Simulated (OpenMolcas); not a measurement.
# A workflow on CHClGeNO (SMILES O=C=[N][GeH][Cl])

Wanted: a single-point energy (ROHF/ANO-RCC-MB), then the energy (CASSCF(3,3)/ANO-RCC-VDZP), then the energy along one coordinate (CASPT2(3,3)/ANO-RCC-VDZP), then an energy scan (SC-NEVPT2(3,3)/ANO-RCC-VDZP), then an energy scan (MC-PDFT[tPBE](3,3)/ANO-RCC-VDZP) of CHClGeNO. 

Program for the calculation: OpenMolcas 26.06.

## Step 1: The molecule

CHClGeNO has 6 atoms, charge 0, and is taken as a doublet. SMILES: `O=C=[N][GeH][Cl]`. Geometry: relaxed at PBE0-D4/def2-TZVP. This is one conformer, not always the lowest.

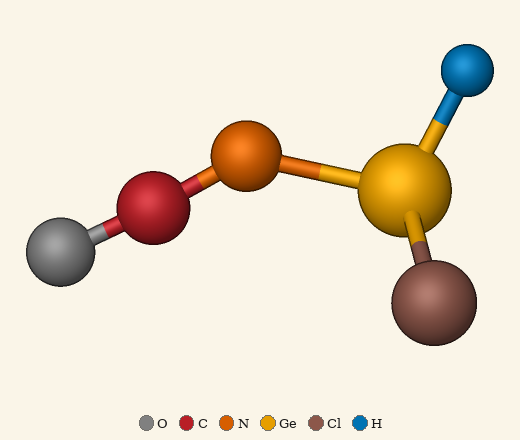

The structure, seen from a chosen angle (oxygen grey, carbon red, nitrogen orange, germanium amber, chlorine brown, hydrogen blue).

## Step 2: The energy at ROHF/ANO-RCC-MB (DKH2) (run 1)

The input, mol.xyz:

```xyz
6

O      0.024100    -1.617100    -2.245100
C     -0.242900    -1.020000    -1.284700
N     -0.575200    -0.454300    -0.273000
Ge    -0.153300     1.067300     0.651100
Cl     1.946900     0.976200     1.132800
H     -0.957700     0.983900     1.972700
```

The input, step1.inp:

```
* CHClGeNO Hartree-Fock
>>> EXPORT MOLCAS_PRINT=2

&gateway
  coord=mol.xyz
  basis=ANO-RCC-MB
  group=NoSym

&seward

&scf
  uhf
  spin=2
  prorbitals=0

&rasscf
  fileorb=$Project.UnaOrb
  spin=2
  nactel=1 0 0
  inactive=35
  ras2=1
  outorbitals=Canonical
  orblisting=Nothing
```

Run with:

```bash
export MOLCAS_MEM=1860
pymolcas step1.inp > step1.log
```

The log of the run:

```text
--- Start Module: gateway ---
[...]
--- Stop Module: gateway /rc=_RC_ALL_IS_WELL_ ---
[...]
      Basis functions           43
[...]
--- Start Module: scf ---
[...]
       Convergence after  17 Iterations
[...]
::    Total SCF energy                              -2725.5249124213
[...]
      Total spin, S                                     0.5064359280
[...]
--- Stop Module: scf /rc=_RC_ALL_IS_WELL_ ---
[...]
--- Start Module: rasscf ---
[...]
      Number of active orbitals                  1
[...]
      Spin quantum number                      0.5
[...]
      Active orbitals                            1
[...]
      Number of CSFs                             1
[...]
      Number of root(s) required                 1
[...]
      Convergence after  9 iterations
[...]
      printout of CI-coefficients larger than  0.05 for root  1
      energy=   -2725.523751
      conf/sym  1     Coeff  Weight
             1  u   1.00000 1.00000
      Natural orbitals and occupation numbers for root  1
      sym 1:   1.000000
      ************************************************************************************************************************
      *                                                    Final results                                                     *
[...]
::    RASSCF root number  1 Total energy:  -2725.52375126
[...]
      Total electronic charge=   71.000000
      Total            charge=   -0.000000
[...]
      Dipole Moment (debye):
      Origin of the operator (angstrom)=    0.2976    0.4579    0.2277
                   X= -2.3153E+00               Y=  2.9083E+00               Z=  1.6519E+00           Total=  4.0679E+00
      Quadrupole Moment (debye*angstrom):
[...]
--- Stop Module: rasscf /rc=_RC_ALL_IS_WELL_ ---
[...]
```

Run time: 14 s. Hardware: 1 thread of Intel Xeon Platinum 8259CL at 2.50GHz (Skylake/Cascade Lake), shared host; peak memory 0.41 GiB.

## Step 3: A single-point energy at CASSCF(3,3)/ANO-RCC-VDZP (DKH2, RICD fitting) (run 2)

mol.xyz is that of step 2.

The input, step2.input:

```
>>> EXPORT MOLCAS_PRINT=2

&GATEWAY
 COORD = mol.xyz
 BASIS = ANO-RCC-MB
 GROUP = NoSym

&SEWARD

&RASSCF
 FILEORB = $CurrDir/step1.RasOrb
 ALTER = 2
 1 30 35
 1 37 41
 SPIN = 2
 NACTEL = 3 0 0
 INACTIVE = 34
 RAS2 = 3
 ORBLISTING = Nothing
>>> COPY $Project.RunFile RUNFIL1
>>> COPY $Project.RasOrb INPORB

&GATEWAY
 COORD = mol.xyz
 BASIS = ANO-RCC-VDZP
 GROUP = NoSym
 RICD

&SEWARD
>>> COPY $Project.RunFile RUNFIL2

&EXPBAS

&RASSCF
 FILEORB = $Project.ExpOrb
 SPIN = 2
 NACTEL = 3 0 0
 INACTIVE = 34
 RAS2 = 3
 ORBLISTING = Nothing
```

Run with:

```bash
export MOLCAS_MEM=1860
pymolcas step2.input > step2.log
```

The log of the run:

```text
--- Start Module: gateway ---
[...]
      Basis functions           43
[...]
      Number of active orbitals                  3
[...]
      Spin quantum number                      0.5
[...]
      Active orbitals                            3
[...]
      Number of CSFs                             8
[...]
      Number of root(s) required                 1
[...]
      Convergence after 11 iterations
[...]
      printout of CI-coefficients larger than  0.05 for root  1
      energy=   -2725.538555
      conf/sym  111     Coeff  Weight
             1  2u0   0.99261 0.98528
             5  02u  -0.05536 0.00307
             8  0u2   0.09413 0.00886
      Natural orbitals and occupation numbers for root  1
      sym 1:   1.973398   1.001090   0.025512
      ************************************************************************************************************************
      *                                                    Final results                                                     *
[...]
::    RASSCF root number  1 Total energy:  -2725.53855478
[...]
      Basis functions           92
[...]
      Convergence after 14 iterations
[...]
      Natural orbitals and occupation numbers for root  1
      sym 1:   1.976301   1.001000   0.022699
      ************************************************************************************************************************
      *                                                    Final results                                                     *
[...]
::    RASSCF root number  1 Total energy:  -2725.92257472
[...]
      Dipole Moment (debye):
      Origin of the operator (angstrom)=    0.2976    0.4579    0.2277
                   X= -2.0193E+00               Y=  2.4583E+00               Z=  1.2357E+00           Total=  3.4129E+00
      Quadrupole Moment (debye*angstrom):
[...]
```

Wall time 29 s (1 thread of Intel Xeon Platinum 8259CL at 2.50GHz (Skylake/Cascade Lake), shared host); peak memory 0.41 GiB.

## Step 4: The energy along one coordinate at CASPT2(3,3)/ANO-RCC-VDZP (DKH2, RICD fitting, ipea shift 0.25 Eh, pt2 variant SS) (run 3)

The input, step3.input:

```
>>> COPY $CurrDir/step2.RasOrb $Project.RasOrb
>>> ForEach K in (1, 2, 3, 4, 5, 6, 7, 8, 9)

&GATEWAY
 Coord
 $CurrDir/point$K.xyz
 Basis
 ANO-RCC-VDZP
 Group
 NoSym
 RICD

&SEWARD

&RASSCF
 FileOrb
 $Project.RasOrb
 Spin
 2
 Nactel
 3 0 0
 Inactive
 34
 Ras2
 3
 OrbListing
 Nothing

&CASPT2
 Imaginary
 0.2
 Frozen
 17
>>> EndDo
```

Run with:

```bash
export MOLCAS_MEM=1860
pymolcas step3.input > step3.log
```

The log of the run:

```text
[...]
      Basis functions           92
[...]
      Number of active orbitals                  3
[...]
      Spin quantum number                      0.5
[...]
      Active orbitals                            3
[...]
      Number of CSFs                             8
[...]
      Number of root(s) required                 1
[...]
      Convergence after  9 iterations
[...]
      printout of CI-coefficients larger than  0.05 for root  1
      energy=   -2725.914485
      conf/sym  111     Coeff  Weight
             1  2u0   0.99557 0.99116
             8  0u2   0.07701 0.00593
      Natural orbitals and occupation numbers for root  1
      sym 1:   1.983576   1.000741   0.015684
      ************************************************************************************************************************
      *                                                    Final results                                                     *
[...]
::    RASSCF root number  1 Total energy:  -2725.91448537
[...]
::    CASPT2 Root  1     Total energy:  -2726.76850237
[...]
      Convergence after 11 iterations
[...]
      Natural orbitals and occupation numbers for root  1
      sym 1:   1.976324   1.000999   0.022677
      ************************************************************************************************************************
      *                                                    Final results                                                     *
[...]
      Convergence after 17 iterations
[...]
      Convergence after 12 iterations
[...]
      Convergence after  8 iterations
[...]
::    RASSCF root number  1 Total energy:  -2725.86878423
[...]
::    CASPT2 Root  1     Total energy:  -2726.71038955
[...]
      Convergence after  6 iterations
[...]
::    RASSCF root number  1 Total energy:  -2725.86903914
[...]
::    CASPT2 Root  1     Total energy:  -2726.71018763
[...]
```

Run time: 2.7 min. Hardware: 1 thread of Intel Xeon Platinum 8259CL at 2.50GHz (Skylake/Cascade Lake), shared host; peak memory 0.24 GiB.

The scan, from its lowest point:

| H6–Ge4 (Å) | energy (kJ/mol) |
| --- | --- |
| 1.394 | 15.3 |
| 1.549 | 0.0 |
| 1.704 | 19.9 |
| 1.937 | 73.0 |
| 2.247 | 136.4 |
| 2.634 | 167.2 |
| 3.099 | 168.6 |
| 3.719 | 167.9 |
| 4.648 | 168.5 |

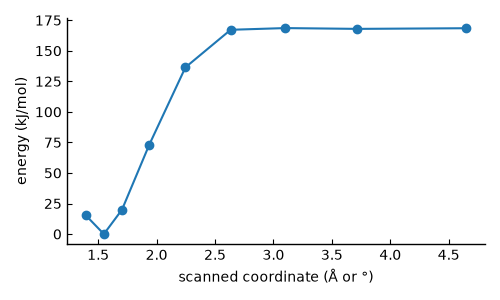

Energy along the scan.

## Step 5: An energy scan at SC-NEVPT2(3,3)/ANO-RCC-VDZP (DKH2, RICD fitting, pt2 variant SC-NEVPT2) (run 4)

The input, step4.inp:

```
>>> COPY $CurrDir/step2.RasOrb $Project.RasOrb
>>> ForEach K in (1, 2, 3, 4, 5, 6, 7, 8, 9)

&GATEWAY
 COORD
 $CurrDir/point$K.xyz
 BASIS
 ANO-RCC-VDZP
 GROUP
 NoSym
 RICD

&SEWARD

&RASSCF
 FILEORB
 $Project.RasOrb
 SPIN
 2
 NACTEL
 3 0 0
 INACTIVE
 34
 RAS2
 3
 ORBLISTING
 Nothing

&CASPT2
 SC-NEVPT2
 FROZEN
 17
>>> EndDo
```

Run with:

```bash
export MOLCAS_MEM=1860
pymolcas step4.inp > step4.log
```

The log of the run:

```text
[...]
      Basis functions           92
[...]
      Number of active orbitals                  3
[...]
      Spin quantum number                      0.5
[...]
      Active orbitals                            3
[...]
      Number of CSFs                             8
[...]
      Number of root(s) required                 1
[...]
      Convergence after  9 iterations
[...]
      printout of CI-coefficients larger than  0.05 for root  1
      energy=   -2725.914485
      conf/sym  111     Coeff  Weight
             1  2u0   0.99557 0.99116
             8  0u2   0.07701 0.00593
      Natural orbitals and occupation numbers for root  1
      sym 1:   1.983576   1.000741   0.015684
      ************************************************************************************************************************
      *                                                    Final results                                                     *
[...]
::    RASSCF root number  1 Total energy:  -2725.91448537
[...]
::    SC-NEVPT2 Root  1     Total energy:  -2726.76136548
[...]
      Convergence after 11 iterations
[...]
      Natural orbitals and occupation numbers for root  1
      sym 1:   1.976324   1.000999   0.022677
      ************************************************************************************************************************
      *                                                    Final results                                                     *
[...]
      Convergence after 17 iterations
[...]
      Convergence after 12 iterations
[...]
      Convergence after  8 iterations
[...]
::    RASSCF root number  1 Total energy:  -2725.86878423
[...]
::    SC-NEVPT2 Root  1     Total energy:  -2726.70487172
[...]
      Convergence after  6 iterations
[...]
::    RASSCF root number  1 Total energy:  -2725.86903914
[...]
::    SC-NEVPT2 Root  1     Total energy:  -2726.70469596
[...]
```

It took 2.6 min on 1 thread of Intel Xeon Platinum 8259CL at 2.50GHz (Skylake/Cascade Lake), shared host; peak memory 0.24 GiB.

The scan, from its lowest point:

| H6–Ge4 (Å) | energy (kJ/mol) |
| --- | --- |
| 1.394 | 17.6 |
| 1.549 | 0.0 |
| 1.704 | 18.3 |
| 1.937 | 69.6 |
| 2.247 | 131.1 |
| 2.634 | 164.8 |
| 3.099 | 166.7 |
| 3.719 | 166.0 |
| 4.648 | 166.4 |

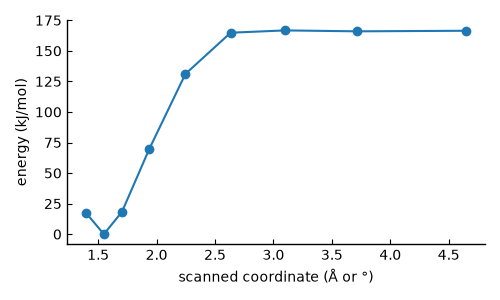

Energy along the scan.

## Step 6: The energy along one coordinate at MC-PDFT[tPBE](3,3)/ANO-RCC-VDZP (DKH2, RICD fitting) (run 5)

The input, step5.inp:

```
>>> COPY $CurrDir/step2.RasOrb $Project.RasOrb
>>> ForEach K in (1, 2, 3, 4, 5, 6, 7, 8, 9)

&GATEWAY
  COORD = $CurrDir/point$K.xyz
  BASIS = ANO-RCC-VDZP
  GROUP = NoSym
  RICD

&SEWARD

&RASSCF
  FILEORB = $Project.RasOrb
  SPIN = 2
  NACTEL = 3 0 0
  INACTIVE = 34
  RAS2 = 3
  ORBLISTING = Nothing

&MCPDFT
  KSDFT = T:PBE
>>> EndDo
```

Run with:

```bash
export MOLCAS_MEM=1860
pymolcas step5.inp > step5.log
```

The log of the run:

```text
[...]
      Basis functions           92
[...]
      Number of active orbitals                  3
[...]
      Spin quantum number                      0.5
[...]
      Active orbitals                            3
[...]
      Number of CSFs                             8
[...]
      Number of root(s) required                 1
[...]
      Convergence after  9 iterations
[...]
      printout of CI-coefficients larger than  0.05 for root  1
      energy=   -2725.914485
      conf/sym  111     Coeff  Weight
             1  2u0   0.99557 0.99116
             8  0u2   0.07701 0.00593
      Natural orbitals and occupation numbers for root  1
      sym 1:   1.983576   1.000741   0.015684
      ************************************************************************************************************************
      *                                                    Final results                                                     *
[...]
::    RASSCF root number  1 Total energy:  -2725.91448537
[...]
::    MCPDFT root number  1 Total energy:  -2728.52817438
[...]
      Convergence after 11 iterations
[...]
      Natural orbitals and occupation numbers for root  1
      sym 1:   1.976324   1.000999   0.022677
      ************************************************************************************************************************
      *                                                    Final results                                                     *
[...]
      Convergence after 17 iterations
[...]
      Convergence after 12 iterations
[...]
      Convergence after  8 iterations
[...]
::    RASSCF root number  1 Total energy:  -2725.86878423
[...]
::    MCPDFT root number  1 Total energy:  -2728.48033403
[...]
      Convergence after  6 iterations
[...]
::    RASSCF root number  1 Total energy:  -2725.86903914
[...]
::    MCPDFT root number  1 Total energy:  -2728.48062430
[...]
```

Run time: 2.6 min. Hardware: 1 thread of Intel Xeon Platinum 8259CL at 2.50GHz (Skylake/Cascade Lake), shared host; peak memory 0.24 GiB.

The scan, from its lowest point:

| H6–Ge4 (Å) | energy (kJ/mol) |
| --- | --- |
| 1.394 | 22.0 |
| 1.549 | 0.0 |
| 1.704 | 13.1 |
| 1.937 | 57.6 |
| 2.247 | 115.4 |
| 2.634 | 148.4 |
| 3.099 | 149.5 |
| 3.719 | 147.6 |
| 4.648 | 146.8 |

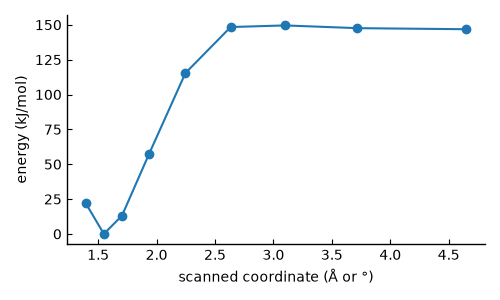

Energy along the scan.

## Step 7: What came out

| quantity | value |
| --- | --- |
| run 1, ROHF/ANO-RCC-MB: total energy | -2725.52375 Eh |
| run 1, ROHF/ANO-RCC-MB: dipole moment | 4.07 D |
| run 2, CASSCF(3,3)/ANO-RCC-VDZP: total energy | -2725.92257 Eh |
| run 2, CASSCF(3,3)/ANO-RCC-VDZP: dipole moment (CASSCF density) | 3.41 D |
| run 3, CASPT2(3,3)/ANO-RCC-VDZP: lowest energy of the scan | -2726.77435 Eh |
| run 4, SC-NEVPT2(3,3)/ANO-RCC-VDZP: lowest energy of the scan | -2726.76808 Eh |
| run 5, MC-PDFT[tPBE](3,3)/ANO-RCC-VDZP: lowest energy of the scan | -2728.53655 Eh |

The run (run 3, CASPT2(3,3)/ANO-RCC-VDZP) may have ended on a state above the lowest. The run (run 4, SC-NEVPT2(3,3)/ANO-RCC-VDZP) may have ended on a state above the lowest. The run (run 5, MC-PDFT[tPBE](3,3)/ANO-RCC-VDZP) may have ended on a state above the lowest.
